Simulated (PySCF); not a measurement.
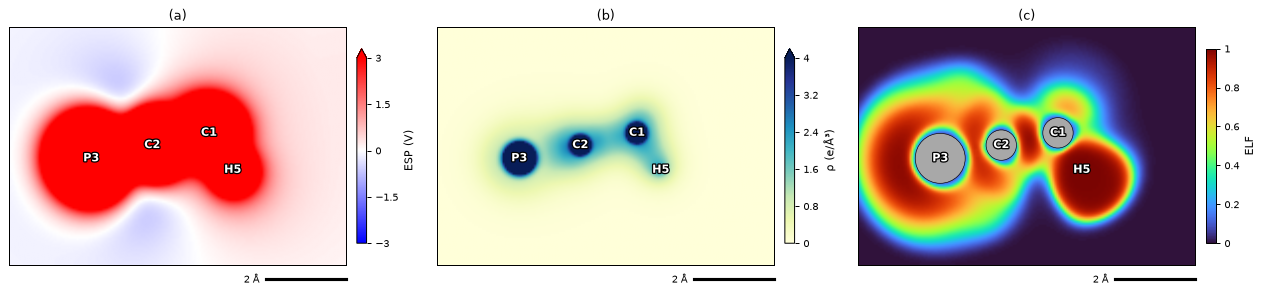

*C₂H₃P (SMILES CC#P). (a) electrostatic potential; (b) electron density; (c) electron localisation function on the plane of atoms C2, C1 and H5. Grey discs cover the atomic cores in the ELF map.*

Geometry: GFN2-xTB.

All numbers below come from CAM-B3LYP/def2-SVPD, SCF density, gas phase (PySCF).

Input

```
{"job": {"kind": "uv", "xc": "CAM-B3LYP", "basis": "def2-SVPD", "nstates": 8, "ntriplets": 3}, "charge": 0, "multiplicity": 1}
C     -0.548257    -0.004433     0.002795
C      0.892016     0.008064    -0.013961
P      2.443388     0.021999    -0.031990
H     -0.933402    -0.542306    -0.865802
H     -0.913206    -0.496836     0.906405
H     -0.937416     1.015502    -0.019022
```

Run with:

```sh
OMP_NUM_THREADS=1 python probes_run.py task.json out
```

**Read the bonding off the picture.**

Atoms in the plane: C, P and H.
C–C (1.44 Å): ρ at the midpoint is about 1.9 e/Å³; the ELF peaks at about 0.95 between the atoms; localised, covalent bonding.
C–P (1.55 Å): ρ at the midpoint is about 1.6 e/Å³; the ELF peaks at about 0.85 between the atoms; a covalent bond.
C–H (1.09 Å): ρ is about 1.9 e/Å³ halfway; the ELF climbs to about 1 towards the hydrogen, as it does in any bond to H: a covalent bond by its length.
The ELF also peaks beside P3, away from the bonds: lone-pair regions.
Outside the dense part of the molecule the potential is most negative (−0.6 V) near C2.
